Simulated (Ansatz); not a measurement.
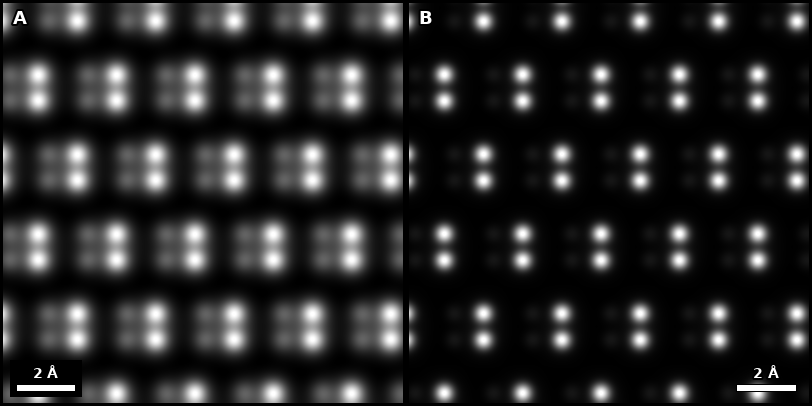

Two simulated images of the same area of GaN (P6_3mc, No. 186) along [101], with a probe of 0.50 Å. One is incoherent Z contrast (Z^1.7 per atom), the other the projected potential of neutral atoms blurred by the probe (iDPC-like, thin sample). Brightness is counted from the darkest point of the image. Structure: coordinates from a relaxation with DFT PBE, scalar-relativistic, plane waves, PAW (Ansatz 0.2.0).

Q: Which panel is which, and how can one tell?

B is the Z-contrast image and A the potential image. The columns of 1 N per repeat reach about 8 % of the brightest peak (1 Ga) in B but about 38 % in A, mainly since the potential grows much more slowly with atomic number.
